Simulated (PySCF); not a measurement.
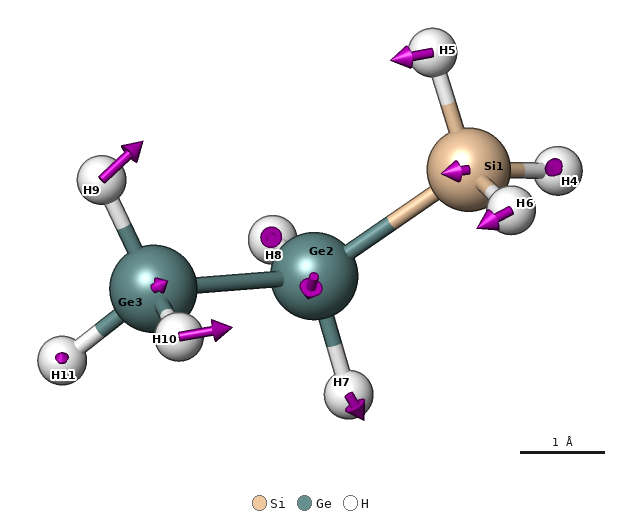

This is a relaxation of Ge₂SiH₈. The starting structure is drawn; purple arrows show the displacements, magnified 3 times. The two geometries are superimposed by the best rigid fit.

The picture is a ball-and-stick view, seen from a free direction.

The start comes from GFN2-xTB. Its atoms were then displaced at random by about 0.01 Å.

These are results of PBE0-D3(BJ)/def2-SVP geometry optimisation, gas phase (PySCF), not measurements. 

What did the optimiser do to the structure, and how much energy did it gain?

Answer. After 6 geometry steps the energy has fallen by 0.197 eV. The atom that moves furthest after the best rigid fit is H9 (0.24 Å). By element the largest moves are H 0.24 Å, Ge 0.16 Å, Si 0.12 Å. Some distances before and after: Ge3–H9 1.483 → 1.541 Å, Ge3–H11 1.494 → 1.540 Å, Si1–H4 1.462 → 1.495 Å, Ge2–H8 1.514 → 1.543 Å. Bond angles that change, for instance: Si1–Ge2–Ge3 120.5° → 110.4°, H7–Ge2–H8 100.2° → 108.0°, H9–Ge3–H10 103.5° → 108.5°. Cost: 80 s on 1 thread of Arm Neoverse N1, with other jobs on the host.
